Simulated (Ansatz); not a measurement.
BN (zinc blende), frozen-phonon scan

Starting cell, BN (zinc blende):

```xyz
4
Lattice="0.0000 3.6241 3.6241 1.8120 0.0000 1.8120 1.8120 1.8120 0.0000" Properties=species:S:1:pos:R:3 pbc="T T T"
N      2.7181     2.7181     2.7181
N      2.7181     4.5301     4.5301
B      0.0000     0.0000     0.0000
B      0.0000     1.8120     1.8120
```

The atoms are displaced by Q × the pattern below (from a DFPT mode at L = (0.5, 0.0, 0.0), largest move 1; Q in Å), at fixed cell. (q is in reciprocal vectors of the primitive cell; the cell shown is doubled to hold the pattern.)

```
atom       x       y       z
----  ------  ------  ------
N1    -0.577   0.577   0.577
N2     0.577  -0.577  -0.577
B3     0.333  -0.333  -0.333
B4    -0.333   0.333   0.333
```

The numbers are results of PBE (plane waves to 420 eV, PAW, scalar-relativistic; Ansatz, an electronic-structure program), not measurements. k mesh 8×16×16 (Γ-centred), Fermi-Dirac smearing 0.05 eV. E stands for the smeared free energy. Left out: 2 of 13 points, with atoms too close for the PAW data. BN was relaxed with its symmetry unable to fall. The PAW data are Ansatz's earlier set. ΔE is measured from the undisplaced structure.

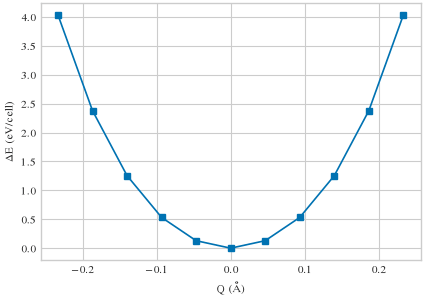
Fig. 1. ΔE (eV/cell) against Q (Å); computed points joined by lines.

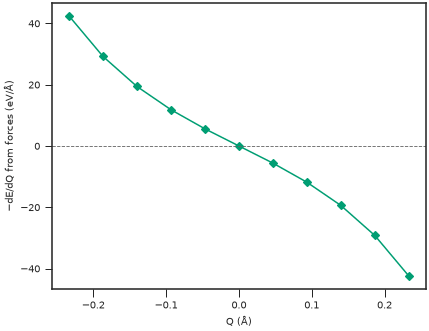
Fig. 1. −dE/dQ from forces (eV/Å) against Q (Å); markers are the computed points, lines only join them.

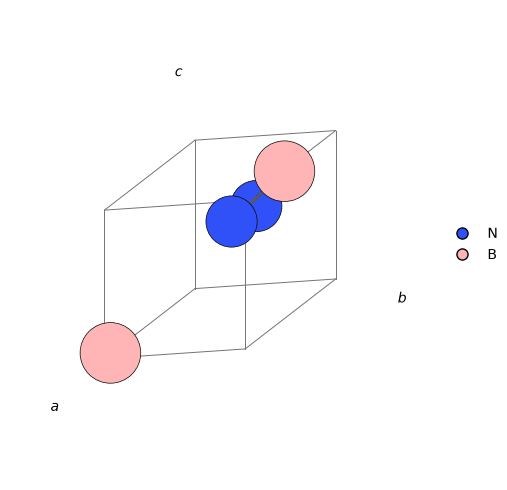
The cell of the calculation at Q = 0.233 Å.

Wavenumber by perturbation theory (DFPT, on another k mesh): 953 cm⁻¹. Harmonic wavenumber from the curvature (finite differences): 953 cm⁻¹. Space group of the distorted cell: R3m (No. 160), lowered from F-43m. Symmetry of the curve: even: the same for both signs. Shape of the curve: a single well with its minimum at or next to zero displacement.

E″ = 117.61 eV/Å², M = Σ mᵢ|uᵢ|² = 35.2 u, ν̃ = 521.5·√(|E″|/M).

(A displaced cell: forces are minus the slopes of the energy, force constants its curvatures, and phonons follow from these.)
